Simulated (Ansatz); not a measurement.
The calculation's input:

```
crystal:
  periodic: [false, false, false]
  atoms:
    - {symbol: N, position_ang: [-0.620008, 1.189066, -1.100410]}
    - {symbol: B, position_ang: [0.313369, 0.194803, -0.868360]}
    - {symbol: Sn, position_ang: [0.324661, -0.905113, 1.093672]}
    - {symbol: H, position_ang: [-0.661808, 1.706994, -1.964178]}
    - {symbol: H, position_ang: [-1.320916, 1.469830, -0.434569]}
    - {symbol: H, position_ang: [1.100231, -0.054074, -1.735472]}
    - {symbol: H, position_ang: [1.805531, -0.745185, 1.936838]}
    - {symbol: H, position_ang: [0.051704, -2.585265, 0.913568]}
    - {symbol: H, position_ang: [-0.904264, -0.317557, 2.141911]}
basis:
  gaussian: {orbitals: def2-TZVPP}
hamiltonian: {xc: pbe0, dispersion: d4}
output: {orbitals: {seedname: orbitals}}
```

Run with:

```sh
ansatz run in.yaml --threads 2 --pin off --events-out ev --progress --plain --max-ram 4352MiB
```

Geometry: PBE0-D4/def2-TZVP; core potentials replace the inner electrons of Sn.

All numbers below come from RKS PBE0-D4/def2-TZVPP in Ansatz 0.2.0.

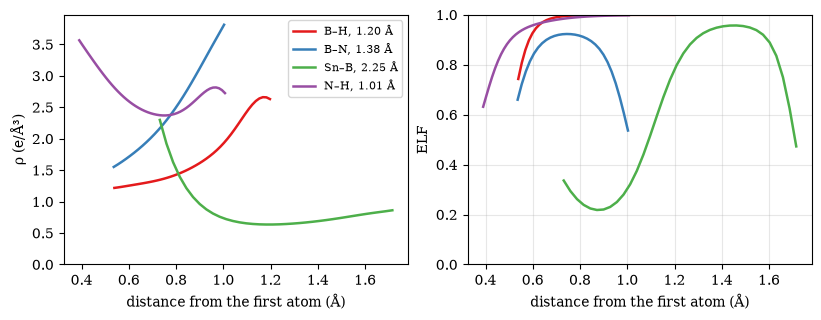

BH₆NSn (SMILES N[BH][SnH3]). Electron density and ELF along straight lines between neighbouring atoms. The curves leave out the atomic cores.

**What can be read from the curves?**

B–H (1.20 Å): the density is about 1.3 e/Å³ at the midpoint; the ELF climbs to about 1 towards the hydrogen, as it does in any bond to H; an ordinary covalent bond to hydrogen.
B–N (1.38 Å): ρ at the midpoint is about 2 e/Å³; the ELF peaks at about 0.90 between the atoms (a polar covalent bond).
Sn–B (2.25 Å): ρ is about 0.64 e/Å³ halfway; the ELF peaks at about 0.95 in the valence shell of B, 0.8 Å from its nucleus, and drops to about 0.20 between the two atoms.
N–H (1.01 Å): ρ at the midpoint is about 3 e/Å³; the ELF climbs to about 1 towards the hydrogen (an ordinary covalent bond to hydrogen).
